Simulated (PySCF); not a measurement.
Run report: Mg²⁺, atomic calculation

- system: Mg²⁺, configuration 1s2 2s2 2p6, multiplicity 1.
- method: unrestricted HF, def2-TZVP, non-relativistic, point nucleus (PySCF)

## Summary

| quantity | value |
| --- | --- |
| outcome | converged |
| total energy | −198.823008 hartree |
| kinetic energy | 198.840987 hartree |
| −E/T (1 by the virial theorem at the basis-set limit) | 0.9999 |
| SCF iterations | 1 |
| hardware | 1 thread of Arm Neoverse N1, 23 GiB of memory available, shared host |

## The input
```python
from pyscf import gto, scf, dft, mp, cc
import basis_set_exchange as bse
mol = gto.M(atom="Mg 0 0 0", charge=2, spin=0, symmetry="D2h",
            basis=gto.basis.parse(bse.get_basis("def2-TZVP", elements=["Mg"], fmt="nwchem", header=False)))
mf = scf.UHF(mol)
mf.irrep_nelec = {'Ag': (2, 2), 'B1u': (1, 1), 'B2u': (1, 1), 'B3u': (1, 1)}
mf.kernel()
```

The script is an equivalent of what the driver set up; the driver started from orbitals of its own, so the log can be shorter than this script's would be, and it computed the properties (radii, ⟨L²⟩, response) afterwards. It held the occupations shell by shell, which the script's counts by irreducible representation don't always enforce.

Launched within a batch (the task file carries these settings):
```bash
OMP_NUM_THREADS=1 python <driver script> TASK.json OUT
```

## The program's output (extracts)
```
damping factor = 0
level_shift factor = 0
DIIS = <class 'pyscf.scf.diis.CDIIS'>
diis_start_cycle = 1
diis_space = 10
diis_damp = 0
SCF conv_tol = 1e-09
SCF conv_tol_grad = None
number electrons alpha = 5  beta = 5
cycle= 1 E= -198.823007976926  delta_E= -2.53e-10  |g|= 7.12e-06  |ddm|= 1.56e-05
converged SCF energy = -198.823007976926  <S^2> = -8.8817842e-15  2S+1 = 1
```

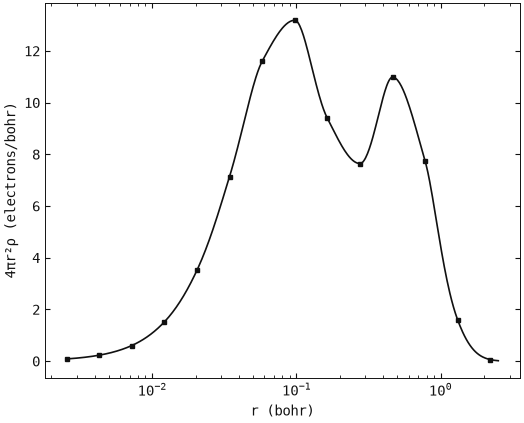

Fig. 1: Spherically averaged radial density 4πr²ρ of the mean field; markers are the stored points, which are sparse, and the line is a monotone interpolation between them. The largest stored value is 13.2 electrons/bohr at r = 0.097 bohr. Root-mean-square radii of the shells: 1s 0.152, 2s 0.756, 2p 0.768 bohr.
